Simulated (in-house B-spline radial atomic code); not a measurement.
The antimony ion Sb⁶⁺ in the configuration [Kr] 4d9 (high spin). All runs are scalar-relativistic, spin-polarised and spherical, computed with an in-house B-spline radial code (spin-free X2C). Hartree-Fock is the average over the configuration. Wanted, and plotted below: the eigenvalue (eV) of the 4d down orbital by 5 methods.

The deepest is Hartree-Fock (−120.1) and the shallowest revTPSS (−109.5), a spread of 10.6 eV. In order (eV): Hartree-Fock (−120.1), r2SCAN (−110.1), PBEsol (−109.6), RPBE (−109.5), revTPSS (−109.5). On the whole, exact exchange removes self-interaction and deepens occupied levels.

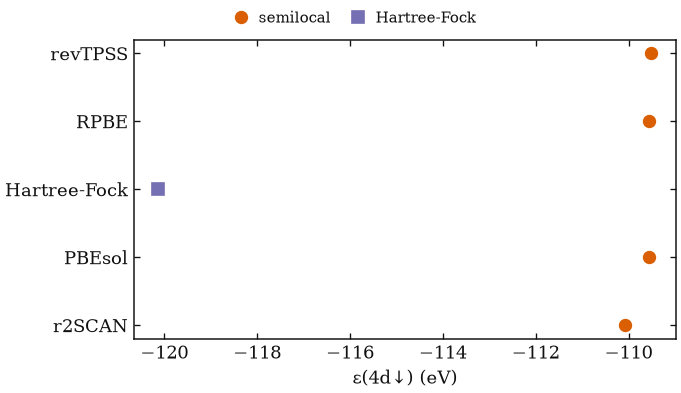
